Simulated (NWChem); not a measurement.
# wB97X/def2-TZVP (density fitting with weigend coulomb fitting) run of BHO2 (oxoborinic acid)

Aim: the electronic atomisation energy of BHO2 (oxoborinic acid) at wB97X/def2-TZVP (density fitting with weigend coulomb fitting), from 4 runs. 

The calculation is run with NWChem 7.3.0.

### 1 The molecule

BHO2: 4 atoms, total charge 0, spin state singlet. As SMILES, `O=BO`. Geometry: relaxed at PBE0-D4/def2-TZVP.

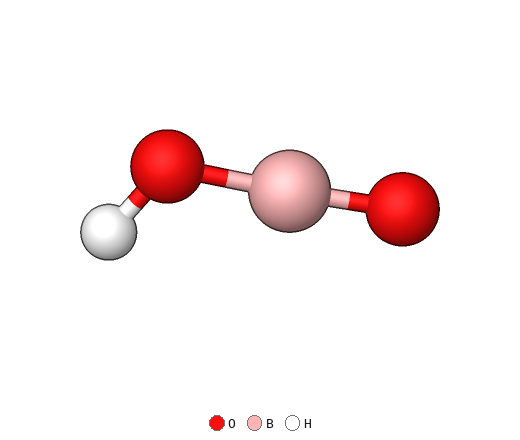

The structure, seen from a chosen angle (oxygen red, boron pink, hydrogen white).

### 2 A single-point energy at wB97X/def2-TZVP (density fitting with weigend coulomb fitting) (run 1)

Contents of work.nw:

```
start work
title "BHO2"
memory total 2200 mb

geometry units angstrom noautosym nocenter noautoz
   O    -1.555100    0.523500    0.428500
   B    -0.423900    0.132000    0.248600
   O     0.816700   -0.302000    0.108600
   H     1.162300   -0.353500   -0.785700
end

basis spherical bse
   * library def2-TZVP
end

basis "cd basis" spherical
   * library "weigend coulomb fitting"
end

dft
   xc wb97x
   grid fine
   convergence energy 1e-08
   iterations 100
   mulliken
   print low
end

task dft
```

The run is started by

```bash
nwchem work.nw > work.out
```

The log of the run:

```text
[...]
 d= 0,ls=0.0,diis     1   -175.8887354796 -2.30D+02  8.85D-03  1.12D+00     4.7
[...]
 d= 0,ls=0.0,diis    10   -176.0128454691 -7.44D-09  5.90D-07  6.56D-09    41.7
         Total DFT energy =     -176.012845469067
      One electron energy =     -347.855183712881
           Coulomb energy =      139.470830782637
    Exchange-Corr. energy =      -21.634073025973
 Nuclear repulsion energy =       54.005580487150
[...]
      Total Density - Mulliken Population Analysis
     ---------------------------------------------
    Atom       Charge   Shell Charges
 -----------   ------   -------------------------------------------------------
    1 O    8     8.27   0.79  1.18  0.61  0.83  0.38  1.88  1.74  0.84  0.00  0.01  0.00
    2 B    5     4.67   0.92  1.05  0.57  0.06  0.02  1.04  0.64  0.10  0.11  0.12  0.05
    3 O    8     8.42   0.79  1.18  0.58  0.87  0.33  1.94  1.90  0.82  0.00  0.01  0.00
    4 H    1     0.63   0.25  0.31  0.02  0.05
[...]
```

It took 42 s on 1 thread of Intel Xeon Platinum 8488C (Sapphire Rapids), shared host; peak memory 0.11 GiB.

### 3 The B atom, same level (run 2)

Contents of b.nw:

```
start b
title "B"
memory total 2200 mb
geometry noautosym nocenter noautoz
 B     0.000000    0.000000    0.000000
end
basis spherical bse
 * library def2-TZVP
end
basis "cd basis" spherical
 * library "weigend coulomb fitting"
end
dft
 xc wb97x
 mult 2
 grid fine
 convergence energy 1e-08
 maxiter 100
 mulliken
 print low
end
task dft energy
```

The run is started by

```bash
nwchem b.nw > b.out
```

The log of the run:

```text
[...]
 d= 0,ls=0.0,diis     1    -24.6209484694 -2.46D+01  8.68D-03  2.77D-02     0.3
[...]
 d= 0,ls=0.0,diis     8    -24.6515681609 -1.03D-10  1.44D-07  2.93D-12     1.4
[...]
         Total DFT energy =      -24.651568160887
      One electron energy =      -32.389498769106
           Coulomb energy =       11.625998078047
    Exchange-Corr. energy =       -3.888067469828
 Nuclear repulsion energy =        0.000000000000
[...]
      Total Density - Mulliken Population Analysis
     ---------------------------------------------
    Atom       Charge   Shell Charges
 -----------   ------   -------------------------------------------------------
    1 B    5     5.00   0.93  1.04  0.72  1.02  0.29  0.39  0.43  0.18  0.00  0.00  0.00
     --------------------------------------------
      Spin Density - Mulliken Population Analysis
     --------------------------------------------
    Atom       Charge   Shell Charges
 -----------   ------   -------------------------------------------------------
    1 B    5     1.00  -0.00 -0.00  0.05 -0.01 -0.04  0.39  0.43  0.18 -0.00  0.00  0.00
[...]
      <S2> =      0.7539 (Exact =     0.7500)
[...]
```

Run time: 2 s. Hardware: 1 thread of Intel Xeon Platinum 8488C (Sapphire Rapids), shared host; peak memory 0.1 GiB.

Run 3 isn't shown in full; the table further down has it.

### 4 The O atom (run 4)

Contents of work.nw:

```
start work
memory stack 880 mb heap 220 mb global 1100 mb

geometry units angstrom noautosym nocenter noautoz
   O     0.000000    0.000000    0.000000
end

basis spherical bse
   * library def2-TZVP
end

basis "cd basis" spherical
   * library "weigend coulomb fitting"
end

dft
   xc wb97x
   mult 3
   grid fine
   convergence energy 1e-08
   iterations 100
   mulliken
   print low
end

task dft
```

Run the same way, it converges to -75.07689 Eh (log not shown).

### 5 All runs side by side

| run | level | partner | energy (Eh) | wall time |
| --- | --- | --- | --- | --- |
| 1 | wB97X/def2-TZVP (density fitting with weigend coulomb fitting) | base | -176.012845 | 42 s |
| 2 | U-wB97X/def2-TZVP (density fitting with weigend coulomb fitting) | atoms | -24.651568 | 2 s |
| 3 | U-wB97X/def2-TZVP (density fitting with weigend coulomb fitting) | atoms | -0.501394 | 1.1 s |
| 4 | U-wB97X/def2-TZVP (density fitting with weigend coulomb fitting) | atoms | -75.076893 | 1.6 s |

### 6 Outcome

At wB97X/def2-TZVP (density fitting with weigend coulomb fitting):

| quantity | value |
| --- | --- |
| O atom: total energy | -75.07689 Eh |
| O atom: ⟨S²⟩ | 2.005 |
| electronic atomisation energy | 19.214 eV |

What this shows: Taking the molecule apart into free atoms costs 19.21 eV (1854 kJ/mol), before zero-point energy and without spin-orbit coupling. All runs together took 47 s, the longest 42 s.
